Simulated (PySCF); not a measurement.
**H2S2 (SMILES SS) at FCI/STO-3G**

Aim: the energy change on altering one bond length of H2S2 at FCI/STO-3G, from 2 runs. 

The results are computed with PySCF 2.14.0.

11 further runs of the same task are left out: 11 set aside as unsound or not needed.

### 1 Starting point

H2S2: 4 atoms, total charge 0, spin state singlet. SMILES: `SS`. The shape is that of a PBE0-D4/def2-TZVP optimisation.

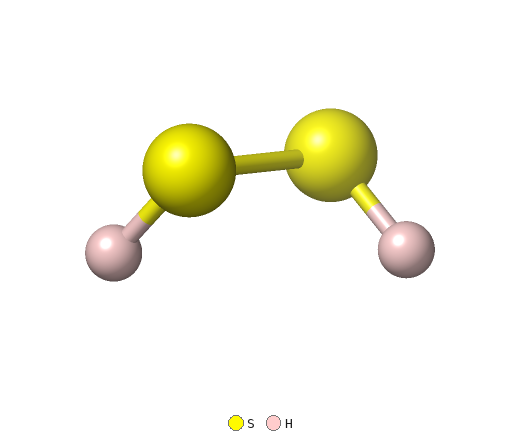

The structure, seen from a chosen angle (sulfur yellow, hydrogen pink).

### 2 The energy at FCI/STO-3G

Input file run.py:

```python
from pyscf import gto, mcscf
from pyscf import fci

mol = gto.M(
    atom='''
S      1.482452    -1.491391     0.314998
S      0.113799     2.119441     0.127292
H     -0.425982    -2.556025     1.619269
H     -1.170288     1.927993    -2.061597
''',
    verbose=3,
    max_memory=1860,
    basis='sto-3g',
    unit='bohr',
    spin=0,
)

mf = mol.RHF()
mf.conv_tol = 1e-10
mf.kernel()
if not mf.converged:
    mf = mf.newton().run(mf.mo_coeff, mf.mo_occ)

cas = mcscf.CASCI(mf, mf.mo_coeff.shape[-1] - 10, (mol.nelec[0] - 10, mol.nelec[1] - 10))  # full CI above the frozen core
cas.fcisolver = fci.direct_spin0.FCI(mol)  # even spin states alone
cas.kernel()
print('<S^2> = %.4f' % cas.fcisolver.spin_square(cas.ci, cas.ncas, cas.nelecas)[0])
etot = cas.e_tot
print('E(%s) = %.9f' % ('FCI', etot))
```

On the command line:

```sh
$ OMP_NUM_THREADS=1 python run.py
```

The log of the run:

```text
converged SCF energy = -787.490467232116
CASCI E = -787.559852795303  E(CI) = -37.3640331292686  S^2 = 0.0000000
<S^2> = 0.0000
E(FCI) = -787.559852795
```

Wall time 0.99 s (1 thread of Arm Neoverse V1, shared host); peak memory 0.12 GiB.

### 3 The distorted shape

Input file input.xyz:

```xyz
4
H2S2
S      1.289444    -0.507512    -0.178415
S      0.565184     1.403258    -0.277745
H     -0.225420    -1.352590     0.856880
H     -0.114326     1.301948    -1.436055
```

Input file job.py:

```python
from pyscf import gto, mcscf
from pyscf import fci

molecule = gto.Mole()
molecule.atom = 'input.xyz'
molecule.max_memory = 1860
molecule.verbose = 4
molecule.charge = 0
molecule.spin = 0
molecule.basis = 'sto-3g'
molecule.build()

myscf = molecule.RHF()
myscf.conv_tol = 1e-10
myscf.kernel()
if not myscf.converged:
    myscf = myscf.newton().run(myscf.mo_coeff, myscf.mo_occ)

cas = mcscf.CASCI(myscf, myscf.mo_coeff.shape[-1] - 10, (molecule.nelec[0] - 10, molecule.nelec[1] - 10))  # full CI above the frozen core
cas.fcisolver = fci.direct_spin0.FCI(molecule)  # even spin states alone
cas.kernel()
print('<S^2> = %.4f' % cas.fcisolver.spin_square(cas.ci, cas.ncas, cas.nelecas)[0])
energy = cas.e_tot
print('E(%s) = %.9f' % ('FCI', energy))
```

On the command line:

```sh
$ OMP_NUM_THREADS=1 python job.py
```

The log of the run:

```text
PySCF version 2.14.0

[INPUT] num. atoms = 4
[INPUT] num. electrons = 34
[INPUT] charge = 0
[INPUT] spin (= nelec alpha-beta = 2S) = 0
[INPUT] symmetry False subgroup None
[INPUT] Mole.unit = angstrom
[INPUT] Symbol           X                Y                Z      unit          X                Y                Z       unit  Magmom
[INPUT]  1 S      1.289444000000  -0.507512000000  -0.178415000000 AA    2.436696012964  -0.959058684930  -0.337155486514 Bohr   0.0
[INPUT]  2 S      0.565184000000   1.403258000000  -0.277745000000 AA    1.068042969986   2.651773302105  -0.524861982467 Bohr   0.0
[INPUT]  3 H     -0.225420000000  -1.352590000000   0.856880000000 AA   -0.425982062999  -2.556024658825   1.619268521617 Bohr   0.0
[INPUT]  4 H     -0.114326000000   1.301948000000  -1.436055000000 AA   -0.216044828917   2.460325148425  -2.713750649812 Bohr   0.0

nuclear repulsion = 82.8326125643555
number of shells = 12
number of NR pGTOs = 60
number of NR cGTOs = 20
basis = sto-3g
ecp = {}

******** <class 'pyscf.scf.hf.RHF'> ********
method = RHF
initial guess = minao
damping factor = 0
level_shift factor = 0
DIIS = <class 'pyscf.scf.diis.CDIIS'>
diis_start_cycle = 1
diis_space = 8
diis_damp = 0
SCF conv_tol = 1e-10
SCF conv_tol_grad = None
SCF max_cycles = 50
direct_scf = True
direct_scf_tol = 1e-13
Set gradient conv threshold to 1e-05
Initial guess from minao.
init E= -786.683154853828
  HOMO = -0.227770326859144  LUMO = -0.00361935650205858  gap/eV = 6.09946
cycle= 1 E= -787.320217893053  delta_E= -0.637  |g|= 0.227  |ddm|= 2.58
  HOMO = -0.210075470368344  LUMO = 0.181710184900968  gap/eV = 10.66103
cycle= 2 E= -787.351018293587  delta_E= -0.0308  |g|= 0.0611  |ddm|= 0.616
  HOMO = -0.24600113428902  LUMO = 0.188912032111951  gap/eV = 11.83459
cycle= 3 E= -787.353487398123  delta_E= -0.00247  |g|= 0.0139  |ddm|= 0.163
  HOMO = -0.251185883537329  LUMO = 0.191170091719496  gap/eV = 12.03712
cycle= 4 E= -787.353664236972  delta_E= -0.000177  |g|= 0.0041  |ddm|= 0.038
  HOMO = -0.251242053003446  LUMO = 0.190488439281595  gap/eV = 12.02010
cycle= 5 E= -787.353687808527  delta_E= -2.36e-05  |g|= 0.00118  |ddm|= 0.0175
  HOMO = -0.251526629266943  LUMO = 0.190908698445505  gap/eV = 12.03928
cycle= 6 E= -787.353690005227  delta_E= -2.2e-06  |g|= 0.000134  |ddm|= 0.00669
  HOMO = -0.251562108112601  LUMO = 0.190942656706102  gap/eV = 12.04117
cycle= 7 E= -787.353690028384  delta_E= -2.32e-08  |g|= 3.07e-05  |ddm|= 0.000654
  HOMO = -0.251560544435317  LUMO = 0.190934811028793  gap/eV = 12.04091
cycle= 8 E= -787.353690029739  delta_E= -1.36e-09  |g|= 8.51e-06  |ddm|= 0.000153
  HOMO = -0.251560984872382  LUMO = 0.190936706401555  gap/eV = 12.04098
cycle= 9 E= -787.353690029856  delta_E= -1.18e-10  |g|= 1.15e-06  |ddm|= 5.25e-05
  HOMO = -0.251560782460098  LUMO = 0.190935764592415  gap/eV = 12.04094
cycle= 10 E= -787.353690029857  delta_E= -6.82e-13  |g|= 3.08e-07  |ddm|= 5.82e-06
  HOMO = -0.2515607860074  LUMO = 0.190935730737985  gap/eV = 12.04094
Extra cycle  E= -787.353690029858  delta_E= -7.96e-13  |g|= 1.43e-07  |ddm|= 9.77e-07
converged SCF energy = -787.353690029858

******** <class 'pyscf.mcscf.casci.CASCI'> ********
CAS (7e+7e, 10o), ncore = 10, nvir = 0
natorb = False
canonicalization = True
sorting_mo_energy = False
******** <class 'pyscf.fci.direct_spin0.FCISolver'> ********
max. cycles = 100
conv_tol = 1e-10
davidson only = False
linear dependence = 1e-14
level shift = 0.001
max iter space = 12
nroots = 1
pspace_size = 400
spin = None
Density matrix diagonal elements [1.9945852  1.99089092 1.97100124 1.91397377 1.9531392  1.99029802
 1.84759184 0.25150065 0.05170081 0.03531835]
CASCI converged
CASCI E = -787.478569368835  E(CI) = -36.2927083572515  S^2 = 0.0000000
<S^2> = 0.0000
E(FCI) = -787.478569369
```

It took 0.95 s on 1 thread of Arm Neoverse V1, shared host; peak memory 0.12 GiB.

### 4 Outcome

Level: FCI/STO-3G, 10 core orbitals frozen.

| quantity | value |
| --- | --- |
| first shape: total energy | -787.55985 Eh |
| first shape: dipole moment (Hartree–Fock density) | 1.13 D |
| first shape: HOMO energy (Hartree–Fock orbitals) | -7.41 eV |
| first shape: LUMO energy (Hartree–Fock orbitals) | 9.33 eV |
| first shape: HOMO–LUMO gap (Hartree–Fock orbitals) | 16.74 eV |
| first shape: correlation energy (10 core orbitals frozen) | -69.4 mEh |
| distorted shape: total energy | -787.47857 Eh |
| distorted shape: dipole moment (Hartree–Fock density) | 0.85 D |
| distorted shape: HOMO energy (Hartree–Fock orbitals) | -6.85 eV |
| distorted shape: LUMO energy (Hartree–Fock orbitals) | 5.20 eV |
| distorted shape: HOMO–LUMO gap (Hartree–Fock orbitals) | 12.04 eV |
| distorted shape: correlation energy (10 core orbitals frozen) | -124.9 mEh |
| energy change with the S1–H3 bond stretched from 1.347 to 2.020 Å | 2.212 eV |

What this shows: With the S1–H3 bond stretched from 1.347 to 2.020 Å the energy rises by 2.21 eV (213 kJ/mol). The first shape isn't relaxed at this level, so the change isn't measured from a minimum. The minimal basis adds a large error of its own. Mulliken charges (distorted shape) of the mean-field density run from -0.07 on H3 to +0.06 on S1.
